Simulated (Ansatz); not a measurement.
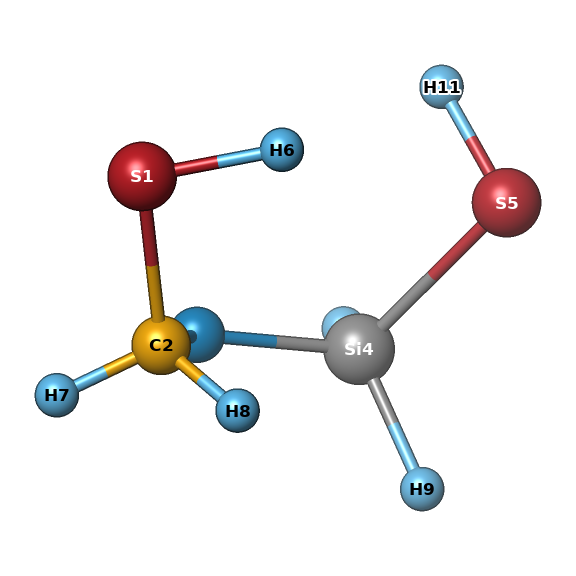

O3 lies behind C2. The molecule seen a little off the C2–O3 bond, C2 in front. Atoms fade into the background with distance from the viewer. Computed geometry: PBE0-D4/def2-TZVP optimisation. No frequency run is at hand to confirm it as a minimum.

> What is the torsion angle S1–C2–O3–Si4? The sign is positive where the front bond must turn clockwise to cover the back bond.

98°, about perpendicular.
